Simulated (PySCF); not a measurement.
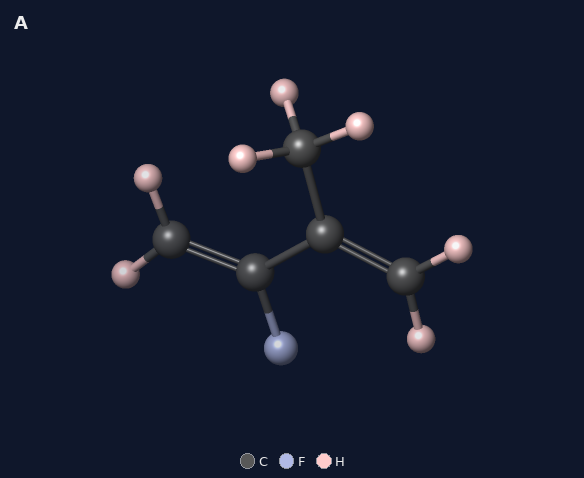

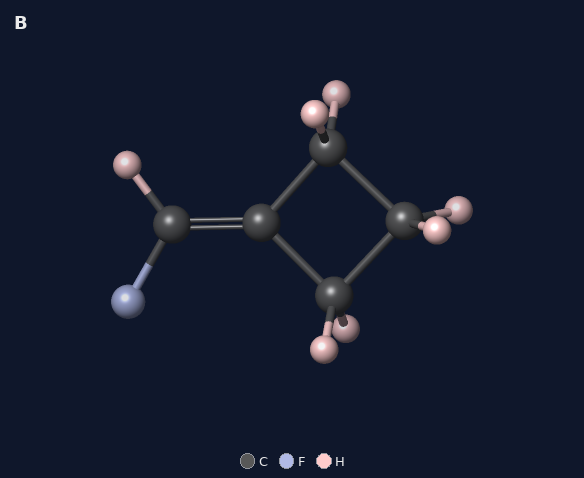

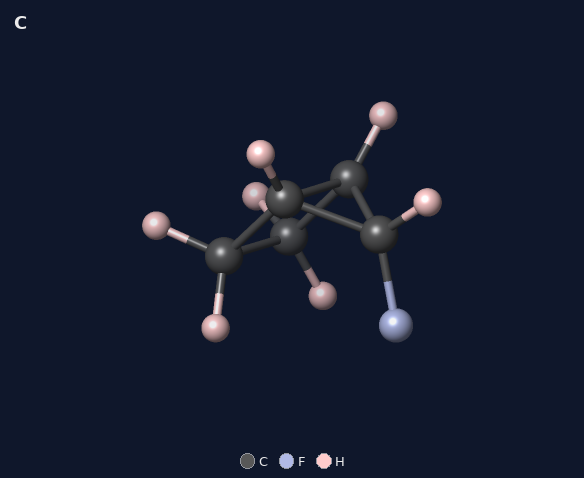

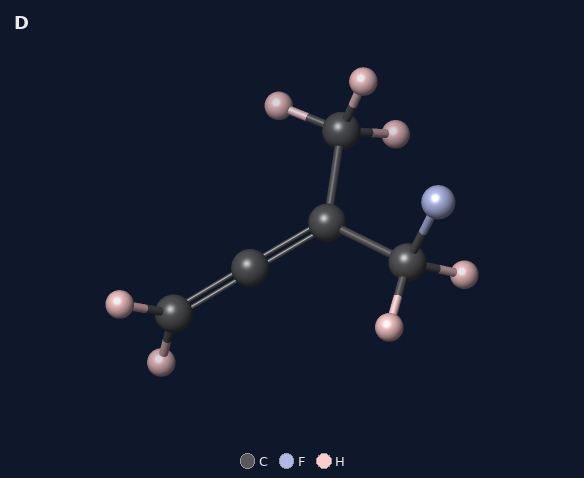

4 stationary structures of one formula. Geometries: PBE0-D3(BJ)/def2-SVP. Electronic energies: PBE0-D3(BJ)/def2-SVP (PySCF 2.14.0), without zero-point energy. No frequency run is at hand to confirm each as a minimum. Each is one conformer, not always the lowest.

> Are they conformers, stereoisomers or constitutional isomers?

They are constitutional isomers of C5H7F: A `C=C(C)C(=C)F`, B `FC=C1CCC1`, C `F[C@H]1[C@H]2CC[C@@H]12`, D `C=C=C(C)CF`.

> Rank them by energy, lowest first.

A is lowest; B lies 8.3 kcal/mol above it, C lies 10.9 kcal/mol above it, D lies 17.7 kcal/mol above it.
